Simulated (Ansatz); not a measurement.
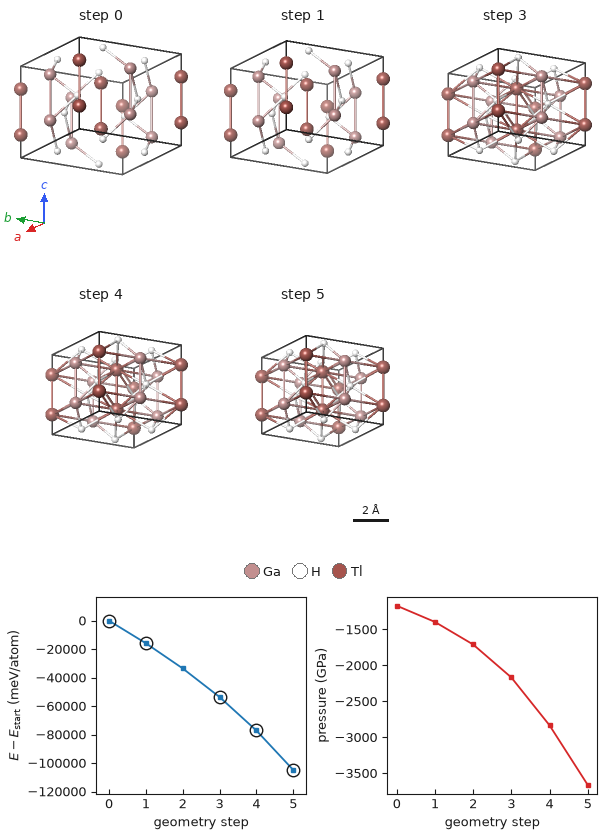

Frames of a relaxation of a crystal of TlGaH₂ (a generated structure, set up in I4/mcm), marked on the history of the run. A ball-and-stick model of the conventional cell (2 times the calculation's cell), seen from a free direction. Lengths and directions refer to the drawn axes.

Level of theory: Ansatz, DFT, PAW plane waves, PBE.

The input:
```yaml
crystal:
  lattice:
    - [0.0, 0.0, 5.494883]
    - [3.37337, -3.37337, 2.747442]
    - [3.37337, 3.37337, -2.747442]
  atoms:
    - { symbol: Ga, position: [0.75, 0.5, 0.5] }
    - { symbol: Ga, position: [0.25, 0.5, 0.5] }
    - { symbol: H, position: [0.67, 0.5, 0.84] }
    - { symbol: H, position: [0.17, 0.16, 0.5] }
    - { symbol: H, position: [0.33, 0.5, 0.16] }
    - { symbol: H, position: [0.83, 0.84, 0.5] }
    - { symbol: Tl, position: [0.25, 0.0, 0.0] }
    - { symbol: Tl, position: [0.75, 0.0, 0.0] }
  symmetry: { tolerance: 0.0003 }
kpoints:
  mp_grid: { grid: [4, 4, 4], shift: [0, 0, 0] }
magnetization:
  spin_polarized: false
scf:
  occupations: { method: fermi_dirac }
  max_iter: 100
hamiltonian:
  pseudopotentials: { kind: paw }
  xc: pbe
basis:
  ecutwfc: 30
output:
  forces: true
  stress: true
  eigenvalues: true
relax:
  max_steps: 40
  cell: {}
```

Launched with:
```bash
ansatz run input.yaml --threads 1 --pin off --max-ram 2560MiB --backend cpu --events-out ev --progress --plain --runs-dir out
```

Describe the path.

Answer. The relaxation stopped without meeting its thresholds, so the last structure isn't shown to be converged. The input was poor on purpose: a cutoff far too low. The energy falls by 104855 meV per atom in 5 geometry steps. Largest force component: 2.5 eV/Å at the start, 0.63 eV/Å at the end. Pressure: −1168.95 GPa at the start and −3662.63 GPa at the end. The largest moves relative to the cell, 0.011 Å, are those of H3, H4, H5 and H6. H6 goes along [1 −1 0]. Tl and Ga stay in place. The drawn cell changes as follows: a = b 6.747 → 5.101 Å (−24.4 %), c 5.495 → 4.577 Å (−16.7 %); the volume changes by −52.4 %. Near-neighbour distances that change, for instance: Ga1–Tl7 3.373 → 2.551 Å, H3–Tl7 2.856 → 2.210 Å, Ga1–Ga2 2.747 → 2.289 Å, Tl7–Tl8 2.747 → 2.289 Å. New bonds form: Ga1–Tl7 (3.37 → 2.55 Å), Ga1–Tl8 (3.37 → 2.55 Å), Ga2–Tl7 (3.37 → 2.55 Å), Ga2–Tl8 (3.37 → 2.55 Å). The space group stays I4/mcm (No. 140). Cost: 4.7 s on 1 thread of Arm Neoverse V1, on a shared host, peak memory 0.34 GiB. From step 0 to 1: volume −12.3 %, energy −15854 meV per atom. From step 1 to 3: volume −25.0 %, energy −37750 meV per atom. From step 3 to 4: volume −14.5 %, energy −23550 meV per atom. From step 4 to 5: volume −15.3 %, energy −27701 meV per atom.

Limits of the set-up: the cutoff lies below the recommended one.
